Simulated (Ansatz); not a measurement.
The calculation's input:

```
crystal:
  periodic: [false, false, false]
  atoms:
    - {symbol: Cl, position_ang: [1.817432, 0.690438, 1.619674]}
    - {symbol: "N", position_ang: [0.131720, -0.430475, -0.888832]}
    - {symbol: O, position_ang: [-1.138044, 0.192258, 1.421072]}
    - {symbol: Si, position_ang: [0.255596, -0.461704, 0.809254]}
    - {symbol: H, position_ang: [0.529697, -1.854670, 1.224518]}
    - {symbol: H, position_ang: [-0.150597, 0.408935, -1.384973]}
    - {symbol: H, position_ang: [-1.039504, 0.703208, 2.233423]}
    - {symbol: H, position_ang: [0.696007, -1.046600, -1.464117]}
basis:
  gaussian:
    orbitals: def2-TZVPD
hamiltonian:
  xc: {name: PBE0}
output: {forces: true, orbitals: {seedname: orbitals}}
total_charge: 0
```

Command:

```sh
ansatz run input.yaml --threads 2 --pin off --max-ram 4350MiB --events-out events.jsonl --progress --plain --runs-dir runs
```

Geometry: B3LYP-D3(BJ)/def2-SVP.

Computed with isolated molecule in a Gaussian basis; Kohn-Sham density functional theory, functional PBE0 (Ansatz 0.2.0).

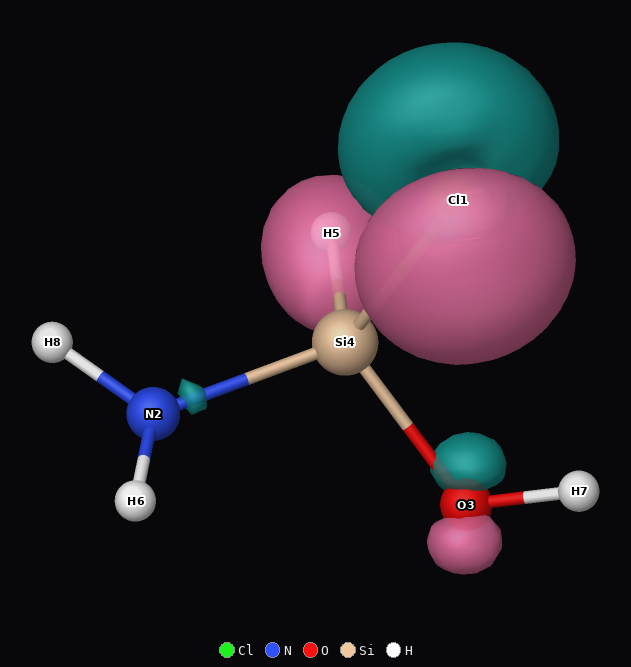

ClH4NOSi. The HOMO−1 at ±0.2 Å⁻³ᐟ² (teal and pink are the two phases), seen across its widest extent.

### What is the character of this orbital?

Its weight (Hirshfeld) is mainly on Cl1 (about 75 %), Si4 (about 10 %) and H5 (about 10 %); largely a lone pair of Cl1. Its energy is −8.98 eV.
